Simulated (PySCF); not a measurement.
**C2H3FN (SMILES [N]=CCF): a first try and a second**

Aim: a single-point energy of C2H3FN at ROPBE38-D3(0)/BFD-VTZ (core potential).

Program for the calculation: PySCF 2.14.0.

2 further runs of the same task are left out: 2 set aside as unsound or not needed.

## Step 1: The structure to begin with

C2H3FN: 7 atoms, total charge 0, spin state doublet. As SMILES, `[N]=CCF`. Geometry: relaxed at GFN2-xTB.

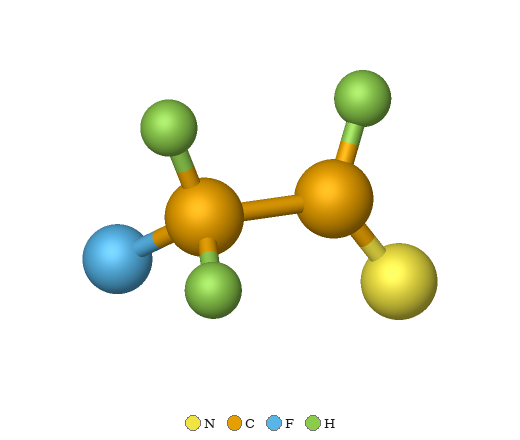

The structure, seen from a chosen angle (nitrogen yellow, carbon amber, fluorine blue, hydrogen green).

## Step 2: First attempt

Input file run.py:

```python
from pyscf import gto, dft

mol = gto.M(
    atom='''
N   -0.624710  -0.407560  -1.721390
C   -0.448840   0.263370  -0.723840
C    0.377060  -0.138100   0.508500
F   -0.202490  -1.205460   1.125490
H   -0.903220   1.257170  -0.610060
H    0.424470   0.676010   1.235790
H    1.377730  -0.445440   0.185510
''',
    charge=0,
    basis='bfd-vtz',
    max_memory=1860,
    verbose=3,
    spin=1,
    ecp={'N': 'bfd', 'C': 'bfd', 'F': 'bfd', 'H': 'bfd'},
)

mf = dft.ROKS(mol)
mf.xc = 'pbe38'
mf = mf.density_fit(auxbasis='aug-cc-pvtz-jkfit')
mf.disp = 'd4'
mf.kernel()
if not mf.converged:
    mf = mf.newton().run(mf.mo_coeff, mf.mo_occ)

etot = mf.e_tot
print('E(%s) = %.9f' % ('PBE38', etot))
mf.analyze()
```

Started as:

```
OMP_NUM_THREADS=1 python run.py
```

Output:

```text
RuntimeError: Functional 'pbe38' not known
```

Wall time 6.3 s (1 thread of Arm Neoverse V1, shared host); peak memory 0.54 GiB.

## Step 3: Diagnosis

The program refused the input.

The telling line is `RuntimeError: Functional 'pbe38' not known`. The fault: dispersion not defined. To mend it: dispersion D3(0) in place of D4.

## Step 4: The mended input

Input file job.py:

```python
# [N]=CCF
from pyscf import gto, dft

mol = gto.M(
    atom='''
N   -0.624710  -0.407560  -1.721390
C   -0.448840   0.263370  -0.723840
C    0.377060  -0.138100   0.508500
F   -0.202490  -1.205460   1.125490
H   -0.903220   1.257170  -0.610060
H    0.424470   0.676010   1.235790
H    1.377730  -0.445440   0.185510
''',
    verbose=3,
    basis='bfd-vtz',
    spin=1,
    max_memory=1860,
    ecp={'N': 'bfd', 'C': 'bfd', 'F': 'bfd', 'H': 'bfd'},
)

mf = dft.ROKS(mol)
mf.xc = 'pbe38'
mf.disp = 'd3zero'
mf.kernel()
if not mf.converged:
    mf = mf.newton().run(mf.mo_coeff, mf.mo_occ)

etot = mf.e_tot
print(f'total energy: {etot:.8f} hartree')
mf.analyze()
```

Started as:

```
OMP_NUM_THREADS=1 python job.py
```

Output:

```text
converged SCF energy = -47.3413685260443
total energy: -47.34136853 hartree
**** MO energy ****
                Roothaan           | alpha              | beta
MO #1   energy= -1.31055067313221  | -1.31089985941947  | -1.3102014868442   occ= 2
MO #2   energy= -1.00042854702767  | -1.02091334045417  | -0.97994375220712  occ= 2
MO #3   energy= -0.805865060594164 | -0.812055164501468 | -0.799674952925101 occ= 2
MO #4   energy= -0.642886231200096 | -0.650505480514305 | -0.635266999601077 occ= 2
MO #5   energy= -0.579860151923206 | -0.583855738381345 | -0.575864554223459 occ= 2
MO #6   energy= -0.573683901102105 | -0.574506381293462 | -0.57286142265117  occ= 2
MO #7   energy= -0.538593916521587 | -0.545776680386422 | -0.531411206012099 occ= 2
MO #8   energy= -0.451262695909129 | -0.460267246021016 | -0.442258023176834 occ= 2
MO #9   energy= -0.4218440641806   | -0.428124072350706 | -0.415564162812461 occ= 2
MO #10  energy= -0.415826155724757 | -0.422508103860709 | -0.409144204690679 occ= 2
MO #11  energy= -0.39039919361385  | -0.395124861943236 | -0.385673496156154 occ= 2
MO #12  energy= -0.192067983055159 | -0.329843043490791 | -0.0542928633534863 occ= 1
MO #13  energy= -0.00483217985823203 | -0.00919570395980521 | -0.000468626311050401 occ= 0
MO #14  energy= 0.139470152349406  | 0.136278024169331  | 0.142662241116339  occ= 0
MO #15  energy= 0.153757872997202  | 0.151262482628542  | 0.156253254360225  occ= 0
MO #16  energy= 0.166702011327564  | 0.165505192667126  | 0.167898832889866  occ= 0
MO #17  energy= 0.200314569966414  | 0.198748373785164  | 0.201880773193841  occ= 0
MO #18  energy= 0.221055618381828  | 0.217209942437389  | 0.224901289523233  occ= 0
MO #19  energy= 0.25572946399721   | 0.252688527295758  | 0.258770392742401  occ= 0
MO #20  energy= 0.329805748248188  | 0.328162387294749  | 0.331449109210797  occ= 0
MO #21  energy= 0.350283642752047  | 0.348282850536496  | 0.352284434634909  occ= 0
MO #22  energy= 0.387811413317892  | 0.378105397904304  | 0.397517426444682  occ= 0
MO #23  energy= 0.402698536466323  | 0.400925014229436  | 0.404472063003905  occ= 0
MO #24  energy= 0.419021845736302  | 0.413901632447288  | 0.424142041722197  occ= 0
MO #25  energy= 0.432265263035195  | 0.428890082097961  | 0.435640449818385  occ= 0
MO #26  energy= 0.473640277579797  | 0.468711379380242  | 0.478569175030131  occ= 0
MO #27  energy= 0.539272194115898  | 0.535012829802013  | 0.543531542419585  occ= 0
[... 115 lines of this table left out ...]
MO #143 energy= 6.94197866860921   | 6.94174161467294   | 6.94221572254573   occ= 0
MO #144 energy= 6.97954856724608   | 6.9793437001593    | 6.97975343433204   occ= 0
MO #145 energy= 7.20977059586258   | 7.20845598874803   | 7.21108520297277   occ= 0
MO #146 energy= 7.25915792958371   | 7.2589561166929    | 7.25935974247463   occ= 0
MO #147 energy= 7.28679155893498   | 7.28546231300448   | 7.28812080486362   occ= 0
MO #148 energy= 8.21331747379629   | 8.21091905538237   | 8.21571589221028   occ= 0
MO #149 energy= 8.94333129976504   | 8.94308113809403   | 8.94358146143601   occ= 0
MO #150 energy= 8.95279663985575   | 8.9525432522408    | 8.95305002747079   occ= 0
MO #151 energy= 9.38422545744972   | 9.3839091223545    | 9.38454179254493   occ= 0
MO #152 energy= 9.42688384101637   | 9.42679465222987   | 9.42697302980278   occ= 0
MO #153 energy= 9.68777900628682   | 9.68737124254181   | 9.68818677003185   occ= 0
MO #154 energy= 10.2640008579137   | 10.2452278762026   | 10.2827738396239   occ= 0
MO #155 energy= 11.1193337432377   | 11.1186418189938   | 11.1200256674816   occ= 0
 ** Mulliken atomic charges  **
charge of    0N =     -0.16970
charge of    1C =      0.00333
charge of    2C =      0.07376
charge of    3F =     -0.30372
charge of    4H =      0.13688
charge of    5H =      0.12636
charge of    6H =      0.13308
Dipole moment(X, Y, Z, Debye):  1.17515,  2.52580,  1.38757
```

Run time: 50 s. Hardware: 1 thread of Arm Neoverse V1, shared host; peak memory 1.1 GiB.

## Step 5: What came out

At ROPBE38-D3(0)/BFD-VTZ (core potential):

| quantity | value |
| --- | --- |
| total energy | -47.34137 Eh |
| dipole moment | 3.11 D |
| dispersion energy | -3.69 kJ/mol |
| ⟨S²⟩ | 0.750 |
